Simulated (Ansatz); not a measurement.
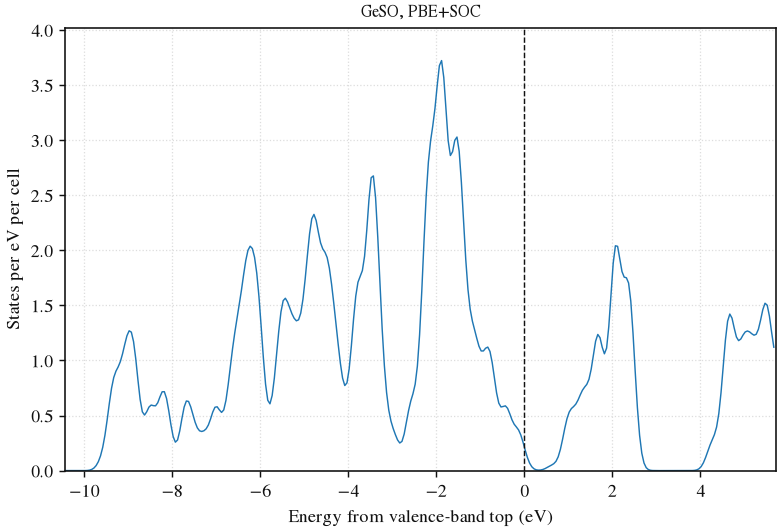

Density of states. Energies are counted from the top of the valence band. The curve is built from the levels of the k mesh with Gaussians 0.3 eV wide, which also blur the band edges.

Structure: GeSO (slab), 3 atoms in the cell, 1T monolayer (Janus) type.

Method: DFT, PBE with spin-orbit coupling, plane waves, PAW, 12×12×1 k mesh (Ansatz).

Q: Is there a gap at the Fermi level, and how wide?

A: There is a gap; over the k points computed it is 0.64 eV (direct among those points).

Q: How wide is the upper valence band?

A: The upper group of valence states starts about 9.6 eV under the valence-band top, with a gap beneath it; it holds about 12 electrons a cell.

Q: Where is the tallest peak of the filled states in the window?

A: Within the window shown, the tallest peak of the filled states lies 1.9 eV under the valence-band top, at about 3.7 states per eV and cell.

The atoms aren't at rest in this cell (largest force 0.5 eV/Å), so the relaxed material can differ.
